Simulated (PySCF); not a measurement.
Molecule: Ge(H)(F)2(Et), C2H6F2Ge, SMILES [F][GeH]([CH2]C)[F]. Atoms near the plane z = 0.0 Å, at the PBE0/def2-SVP optimised geometry (x, y, z in Å): Ge1 (-1.4, 0.3, 0.0), C4 (0.5, 0.3, 0.0), C5 (1.1, -1.1, -0.1), H6 (-2.2, 1.7, 0.0), H7 (0.8, 1.0, -0.9), H8 (0.8, 0.9, 0.9), H9 (0.8, -1.6, -1.0), H10 (2.2, -1.0, -0.1), H11 (0.8, -1.7, 0.8).

Computed with PBE0/def2-TZVP in PySCF. Cells within 0.4 Å of a nucleus heavier than hydrogen are left out (blank, or x). The values are rescaled to run from 0 to 1.

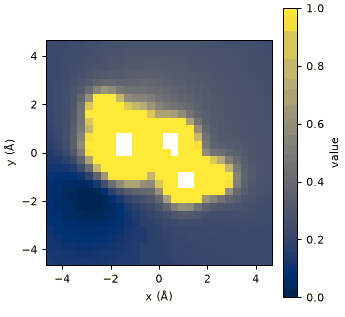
Figure: a field on the plane z = 0.0 Å.

Problem. Which quantity is mapped?
(A) deformation density (molecule minus spherical neutral atoms)
(B) an orbital amplitude
(C) Laplacian of the electron density
(D) electrostatic potential

Solution. D, electrostatic potential. In full: electrostatic potential (hartree/e), clipped to [-0.08, 0.12].
